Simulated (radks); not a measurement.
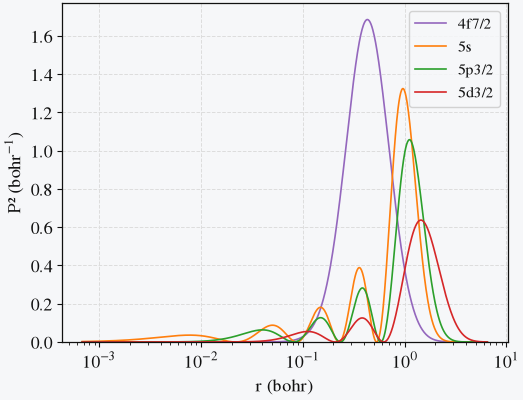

System: the tungsten ion W²⁺, configuration [Xe] 4f14 5d4 (open shells shared over both j by 2j + 1). Theory: Dirac Kohn-Sham, revPBE, spin-unpolarised, spherical densities, finite nucleus (computed with the in-house radial solver radks).

The plot shows the radial probability densities P² (large components) of 4f7/2, 5p3/2, 5d3/2 and 5s.

> Describe it and give its main numbers.

4f7/2: outer maximum at 0.431 bohr, ⟨r⟩ = 0.613 bohr, 0 nodes, eigenvalue −48.1 eV; 5s: outer maximum at 0.964 bohr, ⟨r⟩ = 1.07 bohr, 4 nodes, eigenvalue −94.8 eV; 5p3/2: outer maximum at 1.12 bohr, ⟨r⟩ = 1.28 bohr, 3 nodes, eigenvalue −56.5 eV; 5d3/2: outer maximum at 1.45 bohr, ⟨r⟩ = 1.84 bohr, 2 nodes, eigenvalue −20.3 eV.
